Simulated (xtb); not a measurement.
# Si$_{4}$H$_{8}$: geometry relaxation (part 1 of 3)

The run: geometry relaxation of Si$_{4}$H$_{8}$ (cyclo-(SiH2)4). Method and program: GFN2-xTB (xtb 6.7.1).

The geometry comes from this level: GFN2-xTB.

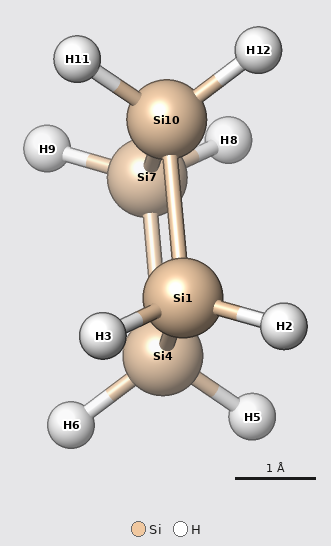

The input geometry (ball-and-stick view, seen at an oblique angle; atoms are numbered from 1 in the order of the input). Bond lengths as drawn: H–Si 1.47 Å and Si–Si 2.36 Å.

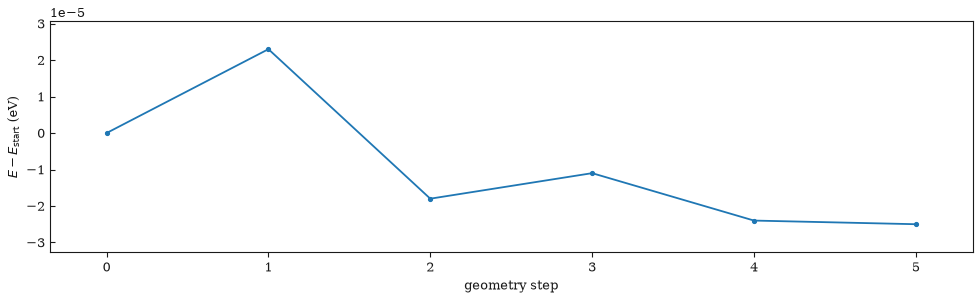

Progress of the relaxation, step by step (steps are counted from 0). The atom that moves furthest after the best rigid fit is H3 (0.005 Å). By element the largest moves are H 0.005 Å, Si 0.002 Å. Over 5 geometry steps the energy falls by next to nothing (0.0 eV). (Atoms are counted from 1 in the order of the input.)

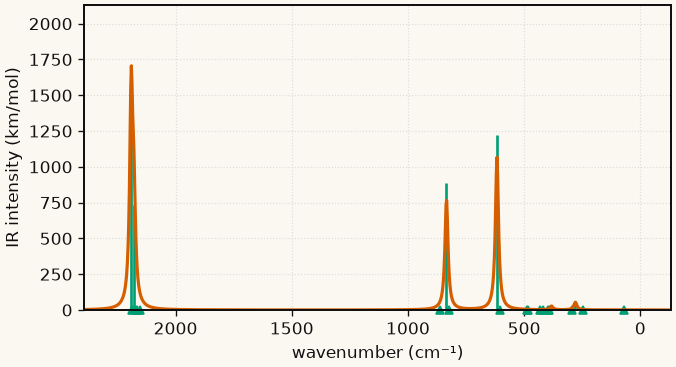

Harmonic infrared spectrum, unscaled: sticks (degenerate modes added up, dark ones marked on the axis) with a Lorentzian envelope of 16 cm⁻¹ full width, scaled to the tallest stick. 30 modes from 68 to 2191 cm⁻¹, none imaginary. The strongest line is at 2191 cm⁻¹ (1706 km/mol).

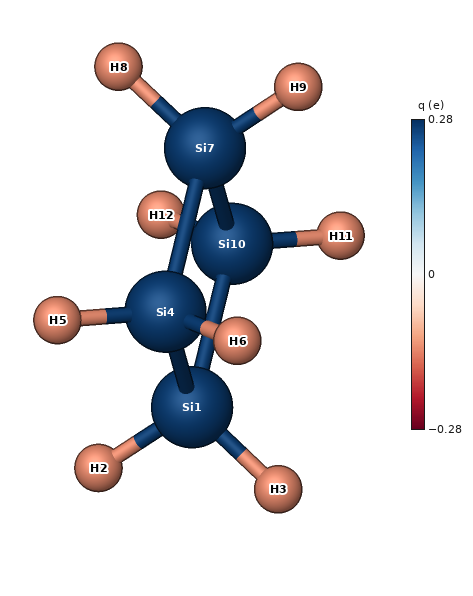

Mulliken charges, as the colour of each atom (ball-and-stick view, seen at an oblique angle; atoms are numbered from 1 in the order of the input). By element: Si +0.27 and H −0.13 e.

The input and output of the run follow.

The input (mol.xyz):
```
12

Si     0.96779    -1.35616    -0.02338
H      0.55905    -2.76681     0.03324
H      2.43162    -1.44624    -0.10510
Si     0.09910     0.04218     1.66179
H     -0.77716    -0.60088     2.65082
H      1.08597     0.73206     2.50384
Si    -0.96880     1.35543     0.02383
H     -2.43388     1.42829     0.10694
H     -0.57732     2.77008    -0.03297
Si    -0.09389    -0.03802    -1.66239
H      0.78474     0.60725    -2.64722
H     -1.07721    -0.72716    -2.50939
```

Command:
```bash
xtb --ohess vtight -P 1 -- mol.xyz | tee run.log
```

What the program printed:
```
* xtb version 6.7.1
   ID    Z sym.   atoms
    1   14 Si     1, 4, 7, 10
    2    1 H      2, 3, 5, 6, 8, 9, 11, 12

           -------------------------------------------------
          |                Calculation Setup                |
           -------------------------------------------------

          program call               : xtb --ohess vtight -P 1 -- mol.xyz
          coordinate file            : mol.xyz
          omp threads                :                     1

           -------------------------------------------------
          |                 G F N 2 - x T B                 |
           -------------------------------------------------

      * Hamiltonian:
        H0-scaling (s, p, d)           1.850000    2.230000    2.230000
        zeta-weighting                 0.500000
      * Dispersion:
        s8                             2.700000
        a1                             0.520000
        a2                             5.000000
        s9                             5.000000
      * Repulsion:
        kExp                           1.500000    1.000000
        rExp                           1.000000
      * Coulomb:
        alpha                          2.000000
        third order                    shell-resolved
        anisotropic                    true
        a3                             3.000000
        a5                             4.000000
        cn-shift                       1.200000
        cn-exp                         4.000000
        max-rad                        5.000000

          ...................................................
          :                      SETUP                      :
          :.................................................:
          :  # basis functions                  48          :
          :  # atomic orbitals                  44          :
          :  # shells                           20          :
          :  # electrons                        24          :
          :  max. iterations                   250          :
          :  Hamiltonian                  GFN2-xTB          :
          :  restarted?                      false          :
          :  GBSA solvation                  false          :
          :  PC potential                    false          :
          :  electronic temp.          300.0000000     K    :
          :  accuracy                    1.0000000          :
          :  -> integral cutoff          0.2500000E+02      :
          :  -> integral neglect         0.1000000E-07      :
          :  -> SCF convergence          0.1000000E-05 Eh   :
          :  -> wf. convergence          0.1000000E-03 e    :
          :  Broyden damping             0.4000000          :
          :  net charge                          0          :
          :  unpaired electrons                  0          :
          ...................................................

 iter      E             dE          RMSdq      gap      omega  full diag
   1    -10.9108570 -0.109109E+02  0.470E+00    3.24       0.0  T
   2    -11.0080854 -0.972284E-01  0.223E+00    3.07       1.0  T
   3    -11.0092353 -0.114985E-02  0.144E+00    3.01       1.0  T
   4    -11.0093191 -0.838713E-04  0.207E-01    2.93       1.0  T
   5    -11.0093148  0.431697E-05  0.740E-02    2.93       1.0  T
   6    -11.0093306 -0.158277E-04  0.215E-02    2.93       1.3  T
   7    -11.0093308 -0.160709E-06  0.127E-02    2.93       2.3  T
   8    -11.0093311 -0.307096E-06  0.391E-03    2.93       7.4  T
   9    -11.0093311 -0.351180E-08  0.882E-04    2.93      32.7  T
  10    -11.0093311 -0.199756E-08  0.631E-04    2.93      45.8  T

   *** convergence criteria satisfied after 10 iterations ***

         #    Occupation            Energy/Eh            Energy/eV
      -------------------------------------------------------------
         1        2.0000           -0.7889778             -21.4692
       ...           ...                  ...                  ...
         6        2.0000           -0.4210940             -11.4586
         7        2.0000           -0.4210611             -11.4577
         8        2.0000           -0.4157896             -11.3142
         9        2.0000           -0.4073790             -11.0853
        10        2.0000           -0.3562358              -9.6937
        11        2.0000           -0.3561729              -9.6920
        12        2.0000           -0.3270667              -8.8999 (HOMO)
        13                         -0.2193882              -5.9699 (LUMO)
        14                         -0.2042960              -5.5592
        15                         -0.2042352              -5.5575
        16                         -0.1800468              -4.8993
        17                         -0.1759967              -4.7891
       ...                                ...                  ...
        44                          1.1443041              31.1381
      -------------------------------------------------------------
                  HL-Gap            0.1076785 Eh            2.9301 eV
             Fermi-level           -0.2732275 Eh           -7.4349 eV

 SCC (total)                   0 d,  0 h,  0 min,  0.013 sec
 SCC setup                      ...        0 min,  0.000 sec (  0.836%)
 Dispersion                     ...        0 min,  0.000 sec (  0.411%)
 classical contributions        ...        0 min,  0.000 sec (  0.091%)
 integral evaluation            ...        0 min,  0.002 sec ( 14.806%)
 iterations                     ...        0 min,  0.007 sec ( 51.864%)
 molecular gradient             ...        0 min,  0.004 sec ( 30.609%)
 printout                       ...        0 min,  0.000 sec (  1.257%)

         :::::::::::::::::::::::::::::::::::::::::::::::::::::
         ::                     SUMMARY                     ::
         :::::::::::::::::::::::::::::::::::::::::::::::::::::
         :: total energy             -10.918196302182 Eh    ::
         :: gradient norm              0.000427776069 Eh/a0 ::
         :: HOMO-LUMO gap              2.930080490755 eV    ::
         ::.................................................::
         :: SCC energy               -11.009309896507 Eh    ::
         :: -> isotropic ES            0.021259111788 Eh    ::
         :: -> anisotropic ES         -0.001243905158 Eh    ::
         :: -> anisotropic XC          0.008779609162 Eh    ::
         :: -> dispersion             -0.010389468410 Eh    ::
         :: repulsion energy           0.091113594325 Eh    ::
         :: add. restraining           0.000000000000 Eh    ::
         :: total charge              -0.000000000000 e     ::
         :::::::::::::::::::::::::::::::::::::::::::::::::::::

      -----------------------------------------------------------
     |                   =====================                   |
     |                        A N C O P T                        |
     |                   =====================                   |
     |               Approximate Normal Coordinate               |
     |                Rational Function Optimizer                |
      -----------------------------------------------------------

          ...................................................
          :                      SETUP                      :
          :.................................................:
          :   optimization level         verytight          :
          :   max. optcycles                   240          :
          :   ANC micro-cycles                  20          :
          :   degrees of freedom                30          :
          :.................................................:
          :   RF solver                   davidson          :
          :   write xtbopt.log                true          :
          :   linear?                        false          :
          :   energy convergence         0.1000000E-06 Eh   :
          :   grad. convergence          0.2000000E-03 Eh/α :
          :   maximum RF displ.          1.0000000          :
          :   Hlow (freq-cutoff)         0.1000000E-01      :
          :   Hmax (freq-cutoff)         5.0000000          :
          :   S6 in model hess.         20.0000000          :
          ...................................................

generating ANC from exact Hessian ...
Using Lindh-Hessian (1995)
 Shifting diagonal of input Hessian by    1.2255360481701651E-002
 Lowest  eigenvalues of input Hessian
    0.010000    0.012067    0.000000    0.000000    0.000000    0.000000
    0.000000    0.000000    0.013185    0.013412    0.013425    0.013426
    0.013499    0.013726    0.014294    0.014295    0.015653    0.015656
 Highest eigenvalues
    0.466739    0.481228    0.542919    0.544835    0.545227    0.547353

........................................................................
.............................. CYCLE    1 ..............................
........................................................................

 iter      E             dE          RMSdq      gap      omega  full diag
   1    -11.0093311 -0.110093E+02  0.634E-05    2.93       0.0  T
   2    -11.0093311 -0.544986E-11  0.251E-05    2.93    1150.3  T
   3    -11.0093311  0.127898E-12  0.230E-05    2.93    1254.2  T
     SCC iter.                  ...        0 min,  0.003 sec
     gradient                   ...        0 min,  0.004 sec
 * total energy  :   -10.9181963 Eh     change       -0.2925340E-09 Eh
   gradient norm :     0.0004280 Eh/α   predicted     0.0000000E+00 (-100.00%)
   displ. norm   :     0.0133472 α      lambda       -0.1435253E-05
   maximum displ.:     0.0101991 α      in ANC's #1, #3, #6, ...

........................................................................
.............................. CYCLE    2 ..............................
........................................................................

 iter      E             dE          RMSdq      gap      omega  full diag
   1    -11.0094294 -0.110094E+02  0.334E-02    2.93       0.0  T
   2    -11.0094295 -0.784898E-07  0.229E-02    2.93       1.3  T
   3    -11.0094291  0.333146E-06  0.123E-02    2.93       2.4  T
   4    -11.0094295 -0.402901E-06  0.434E-03    2.93       6.6  T
   5    -11.0094295 -0.623686E-08  0.167E-03    2.93      17.3  T
   6    -11.0094295 -0.522649E-08  0.719E-04    2.93      40.2  T
   7    -11.0094295 -0.221004E-09  0.352E-04    2.93      82.1  T
     SCC iter.                  ...        0 min,  0.005 sec
     gradient                   ...        0 min,  0.004 sec
 * total energy  :   -10.9181955 Eh     change        0.8332119E-06 Eh
   gradient norm :     0.0005580 Eh/α   predicted    -0.7188547E-06 (-186.28%)
   displ. norm   :     0.0106473 α      lambda       -0.2281368E-05
   maximum displ.:     0.0088900 α      in ANC's #1, #3, #18, ...

........................................................................
.............................. CYCLE    3 ..............................
........................................................................
```
